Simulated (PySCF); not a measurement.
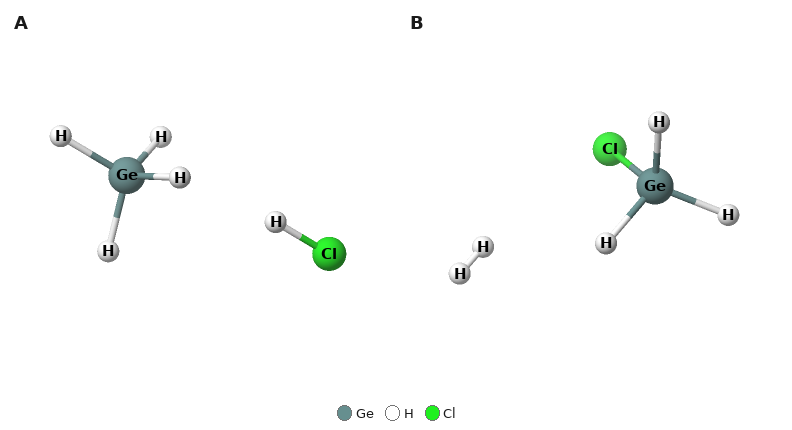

2 stationary structures of one formula. Geometries: PBE0-D4/def2-TZVP. Electronic energies: CCSD(T)/CBS (MP2 limit from def2-TZVPP and def2-QZVPP plus CCSD(T) − MP2) (PySCF 2.14.0), without zero-point energy. No frequency run is at hand to confirm each as a minimum. Each is one conformer, not always the lowest.

### Which structure is the most stable?

B is lowest; A lies 11.2 kcal/mol above it.

Give E(B) − E(A) in kcal/mol at these levels too: RHF/STO-3G; PBE0-D4/def2-TZVP; B3LYP-D4/6-31G; SPW92 (LDA)/def2-TZVPP; B3LYP-D4/def2-TZVPP; PBE0-D4/def2-TZVPP; BHLYP-D4/def2-TZVPP; RHF-MP2 (frozen core)/def2-QZVPP.

| level | E(B) − E(A) (kcal/mol) |
| --- | --- |
| RHF/STO-3G | −28.0 |
| PBE0-D4/def2-TZVP | −11.7 |
| B3LYP-D4/6-31G | −14.4 |
| SPW92 (LDA)/def2-TZVPP | −8.1 |
| B3LYP-D4/def2-TZVPP | −11.3 |
| PBE0-D4/def2-TZVPP | −11.0 |
| BHLYP-D4/def2-TZVPP | −11.7 |
| RHF-MP2 (frozen core)/def2-QZVPP | −12.7 |
